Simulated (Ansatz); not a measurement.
**F$_{2}$H$_{4}$In$_{2}$: density, localisation and related maps**

```xyz
8

F    -0.8277    0.1493    1.0141
F     0.8270   -0.1493   -1.0146
In    0.1378    1.6815   -0.1351
In   -0.1378   -1.6815    0.1350
H    -1.0635    2.2644   -1.2006
H     1.4316    2.2225    0.8406
H     1.0639   -2.2632    1.2009
H    -1.4313   -2.2238   -0.8403
```

Geometry: PBE0-D4/def2-SVP; core potentials replace the inner electrons of In.

All numbers below come from Ansatz, isolated molecule in a Gaussian basis; Kohn-Sham density functional theory, functional PBE0.

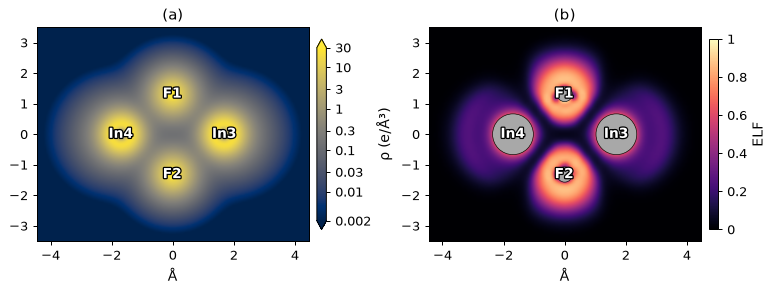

Figure 1. (a) electron density; (b) electron localisation function on the plane of atoms F1, In3 and F2. Grey discs cover the atomic cores in the ELF map.

Q: What do the fields say about this system?

A: The section cuts through F and In sites.
In–F (2.14 Å): the density is about 0.47 e/Å³ at the midpoint; the ELF is about 0.10 at the midpoint.
The ELF also peaks beside F2 and F1, away from the bonds: lone-pair regions.

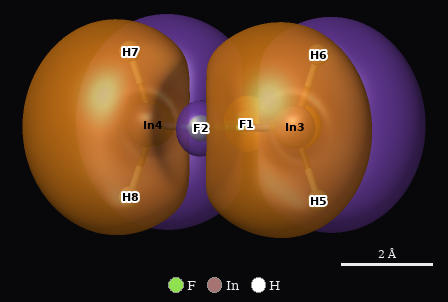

Figure 2. The LUMO at ±0.04 Å⁻³ᐟ² (orange and purple are the two phases), seen at a tilt.

Q: Describe this orbital and give its energy.

A: It lies mainly on In3 (about 40 %) and In4 (about 40 %); it is ungerade (odd under inversion). Its energy is −1.11 eV.
